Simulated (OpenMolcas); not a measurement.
# triplet H3NO, step by step

Wanted: the energy (ROHF/def2-TZVPP), then a single-point energy (CASSCF(14,11)/def2-TZVPP) of triplet H3NO. 

Program for the calculation: OpenMolcas 26.06.

## 1. The structure to begin with

H3NO: 5 atoms, total charge 0, spin state triplet. As SMILES of the parent species, `NO`. Geometry: relaxed at PBE0-D4/def2-TZVP. This is one conformer, not always the lowest. That shape belongs to the parent species and isn't relaxed for this state.

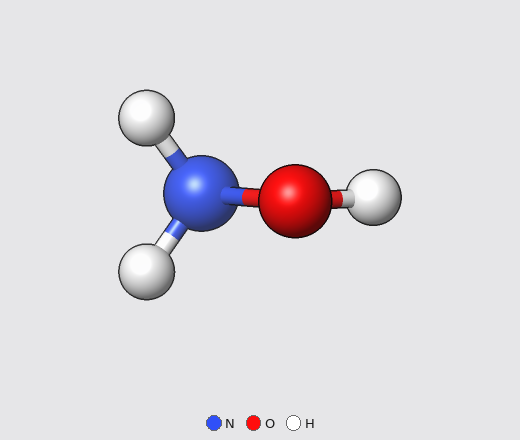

Viewed from a chosen angle; nitrogen blue, oxygen red, hydrogen white.

## 2. A single-point energy at ROHF/def2-TZVPP (run 1)

Contents of step1.input:

```
>>> EXPORT MOLCAS_PRINT=2

&GATEWAY
  BasLib=$CurrDir
  BasisSet
  N.def2-TZVPP....
  N1 -0.165120 -0.361290 -0.321170 angstrom
  End of Basis
  BasisSet
  O.def2-TZVPP....
  O2 0.364460 0.666040 0.508060 angstrom
  End of Basis
  BasisSet
  H.def2-TZVPP....
  H3 -0.162690 -1.190020 0.266770 angstrom
  H4 -1.141650 -0.109840 -0.446210 angstrom
  H5 1.105010 0.995100 -0.007440 angstrom
  End of Basis

&SEWARD

&SCF
  UHF
  Spin=3
  PrOrbitals=0

&RASSCF
  FileOrb=$Project.UnaOrb
  Spin=3
  Nactel=2 0 0
  Inactive=8
  Ras2=2
  OutOrbitals=Canonical
  OrbListing=Nothing
```

The basis set def2-TZVPP is read from a file made from the Basis Set Exchange's data (not shown).

Run with:

```bash
export MOLCAS_MEM=1860
pymolcas step1.input > step1.log
```

Log:

```text
--- Start Module: gateway ---
[...]
--- Stop Module: gateway /rc=_RC_ALL_IS_WELL_ ---
[...]
      Basis functions          104
[...]
--- Start Module: scf ---
[...]
       Convergence after  33 Iterations
[...]
::    Total SCF energy                               -130.8038707732
[...]
      Total spin, S                                     1.0074661930
[...]
--- Stop Module: scf /rc=_RC_ALL_IS_WELL_ ---
[...]
--- Start Module: rasscf ---
[...]
      Number of active orbitals                  2
[...]
      Spin quantum number                      1.0
[...]
      Active orbitals                            2
[...]
      Number of CSFs                             1
[...]
      Number of root(s) required                 1
[...]
      Convergence after 22 iterations
[...]
      printout of CI-coefficients larger than  0.05 for root  1
      energy=    -130.809142
      conf/sym  11     Coeff  Weight
             1  uu   1.00000 1.00000
      Natural orbitals and occupation numbers for root  1
      sym 1:   1.000000   1.000000
      ************************************************************************************************************************
      *                                                    Final results                                                     *
[...]
::    RASSCF root number  1 Total energy:   -130.80914220
[...]
      Total electronic charge=   18.000000
      Total            charge=   -0.000000
[...]
      Dipole Moment (debye):
      Origin of the operator (angstrom)=    0.1004    0.1601    0.1042
                   X=  2.8198E+00               Y=  1.7115E+00               Z= -1.2787E+00           Total=  3.5377E+00
      Quadrupole Moment (debye*angstrom):
[...]
--- Stop Module: rasscf /rc=_RC_ALL_IS_WELL_ ---
[...]
```

Run time: 31 s. Hardware: 1 thread of Intel Xeon 6975P-C (Granite Rapids), shared host; peak memory 0.59 GiB.

## 3. The energy at CASSCF(14,11)/def2-TZVPP (run 2)

Contents of step2.inp:

```
>>> EXPORT MOLCAS_PRINT=2

&GATEWAY
  BASLIB=$CurrDir
  BASISSET
  N.def2-TZVPP....
  N1 -0.165120 -0.361290 -0.321170 angstrom
  End of Basis
  BASISSET
  O.def2-TZVPP....
  O2 0.364460 0.666040 0.508060 angstrom
  End of Basis
  BASISSET
  H.def2-TZVPP....
  H3 -0.162690 -1.190020 0.266770 angstrom
  H4 -1.141650 -0.109840 -0.446210 angstrom
  H5 1.105010 0.995100 -0.007440 angstrom
  End of Basis

&SEWARD

&RASSCF
  FILEORB=$CurrDir/step1.RasOrb
  SPIN=3
  NACTEL=14 0 0
  INACTIVE=2
  RAS2=11
  ORBLISTING=Nothing
```

The basis set def2-TZVPP is read from a file made from the Basis Set Exchange's data (not shown).

Run with:

```bash
export MOLCAS_MEM=1860
pymolcas step2.inp > step2.log
```

Log:

```text
--- Start Module: gateway ---

                                              &GATEWAY

                       available to each process: 1.9 GB of memory, 1 thread

 Basis Set     1 Label: N.DEF2-TZVPP....
 Basis set is read from library:.
 basistype.tbl is not found

 Basis Set     2 Label: O.DEF2-TZVPP....
 Basis set is read from library:.
 basistype.tbl is not found

 Basis Set     3 Label: H.DEF2-TZVPP....
 Basis set is read from library:.
 basistype.tbl is not found

++    Symmetry information:
      ---------------------

                    Character Table for C1

                             E
                    a        1  x, y, xy, Rz, z, xz, Ry, yz, Rx, I
--

++    Basis set information:
      ----------------------

      Basis set label: N.DEF2-TZVPP.........

      Electronic valence basis set:
      ------------------
      Associated Effective Charge   7.000000 au
      Associated Actual Charge      7.000000 au
      Nuclear Model: Point charge

      Shell  nPrim  nBasis  Cartesian Spherical Contaminant
         s      11       5        X
         p       6       3        X
         d       2       2                 X
         f       1       1                 X

      Basis set label: O.DEF2-TZVPP.........

[... 200 lines left out ...]
                                         RASSCF iterations: Energy and convergence statistics
[... 17 lines left out ...]
      Note: transformation to natural orbitals
[... 3 lines left out ...]
      energy=    -130.906781
[... 5 lines left out ...]
      Natural orbitals and occupation numbers for root  1
[... 7 lines left out ...]
++    Final optimization conditions:
[... 13 lines left out ...]
      Final state energy(ies):
[... 3 lines left out ...]
      Von Neumann Entropy (Root   1) =  1.32797
[... 20 lines left out ...]
      Expectation values of various properties for root number:  1
      -----------------------------------------------------------

++    Molecular properties:
      ---------------------

      Charge (e):
                      =   -0.0000
      Dipole Moment (debye):
      Origin of the operator (angstrom)=    0.1004    0.1601    0.1042
                   X=  2.8563E+00               Y=  2.3264E+00               Z= -1.0796E+00           Total=  3.8388E+00
      Quadrupole Moment (debye*angstrom):
      Origin of the operator (angstrom)=    0.1004    0.1601    0.1042
                  XX= -1.6992E+01              XY=  6.8476E-01              XZ= -1.3655E+00              YY= -1.8612E+01
                  YZ=  8.5184E-01              ZZ= -1.6097E+01
      In traceless form (debye*angstrom)
                  XX=  3.6233E-01              XY=  1.0271E+00              XZ= -2.0482E+00              YY= -2.0674E+00
                  YZ=  1.2778E+00              ZZ=  1.7051E+00
--

      Mulliken spin population analysis for root number:  1
      ---------------------------------------------------

++    Molecular charges:
      ------------------

      Mulliken spin population per centre
      ---------------------------

                N1      O2      H3      H4      H5
      Total    0.1487  0.1490  0.8740  0.7750  0.0533

      Total electronic spin=    2.000000
--

      Average orbitals are written to the RASORB file
      Natural orbitals for root   1 are written to the RASORB.1 file
      Spin density orbitals for root   1 are written to the SPDORB.1 file

--- Stop Module: rasscf /rc=_RC_NOT_CONVERGED_ ---
--- Module rasscf spent 4 minutes 24 seconds ---

.#######################.
.# Convergence problem #.
.#######################.

    Timing: Wall=267.49 User=233.44 System=33.61
```

Wall time 4.5 min (1 thread of Intel Xeon 6975P-C (Granite Rapids), shared host); peak memory 0.59 GiB.

No converged result was reached.

## 4. Results

| quantity | value |
| --- | --- |
| run 1, ROHF/def2-TZVPP: total energy | -130.80914 Eh |
| run 1, ROHF/def2-TZVPP: dipole moment | 3.54 D |
| run 2, CASSCF(14,11)/def2-TZVPP | no result (not converged) |

**Reading.** 1 of the 2 runs did not end normally.
